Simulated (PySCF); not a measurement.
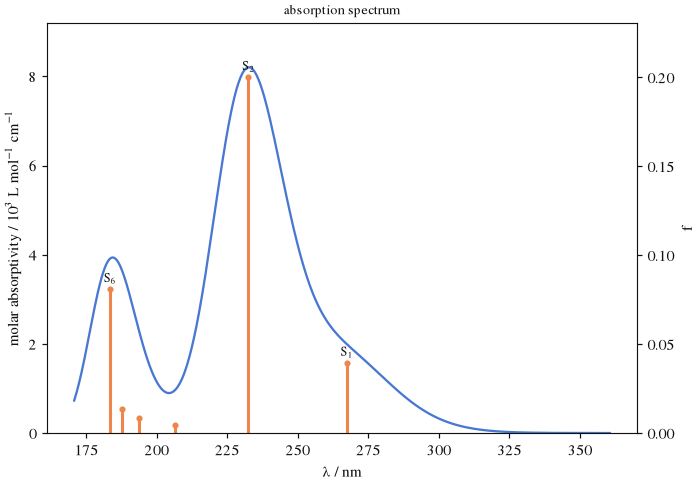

Computed absorption of C₄H₅F₂PSi, SMILES Fc1c[pH]c(F)c1[SiH3]. Vertical TDDFT excitations, ωB97X-D/def2-SVPD (IEF-PCM chloroform) with PySCF, at a PBE0-D3(BJ)/def2-SVP geometry (no frequency check). Only the first 6 singlet excitations are included; each is broadened by a Gaussian of 1/e half-width 0.40 eV. Sticks give oscillator strengths (right axis).

**Which of the computed transitions is the brightest, and what character does the calculation give it?**

S2 at 5.33 eV (232 nm), f = 0.200, mainly HOMO−1 → LUMO (92 %).

**Where is the lowest singlet, and is it bright?**

S1 lies at 4.64 eV (267 nm) with f = 0.040, mainly HOMO → LUMO (97 %); it is weak.

Known limits of this run: core orbitals are frozen in the response.
